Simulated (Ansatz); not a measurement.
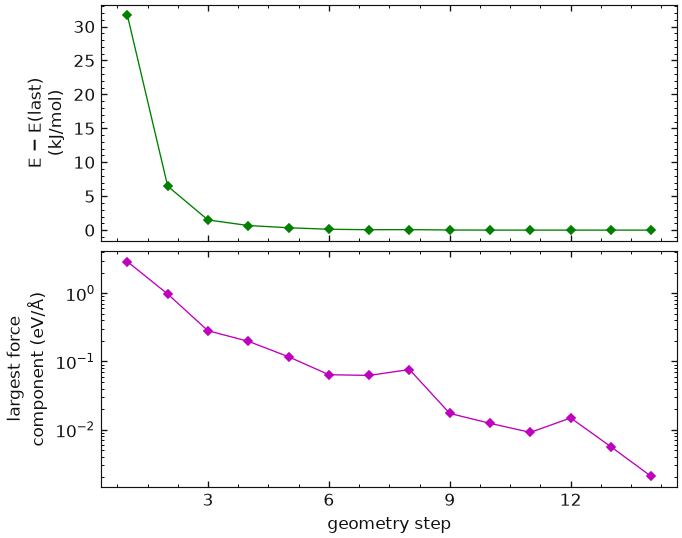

History of a geometry optimisation.

```
crystal:
  periodic: [false, false, false]
  atoms:
    - {symbol: B, position_ang: [-0.983807, 0.802638, -1.020368]}
    - {symbol: Si, position_ang: [0.608733, 0.229141, 0.049849]}
    - {symbol: N, position_ang: [0.331306, -1.308795, 0.796756]}
    - {symbol: H, position_ang: [-2.072784, 0.207018, -0.702186]}
    - {symbol: H, position_ang: [-1.023200, 1.639357, -1.805487]}
    - {symbol: H, position_ang: [1.149544, 1.408079, 0.831085]}
    - {symbol: H, position_ang: [1.770701, -0.115356, -0.812864]}
    - {symbol: H, position_ang: [1.147140, -1.736944, 1.369878]}
    - {symbol: H, position_ang: [-0.558284, -1.365418, 1.327223]}
basis:
  gaussian: {orbitals: def2-SVP}
hamiltonian: {xc: pbe0, dispersion: d4}
relax: {f_tol: 0.002, max_steps: 80, max_displacement: 0.05}
```

Run as:
```bash
ansatz run in.yaml --threads 2 --pin off --events-out ev --progress --plain --max-ram 3481MiB
```

> How did it end, and what did it gain?

The optimisation met its thresholds at geometry 14, counting the start as the first. The energy fell by about 32 kJ/mol from the first step to the last. The largest force component goes from about 2.9 eV/Å at the start to 2.1 × 10⁻³ eV/Å at the end.

> By which step was nine tenths of the energy gained?

By step 3 of 14.
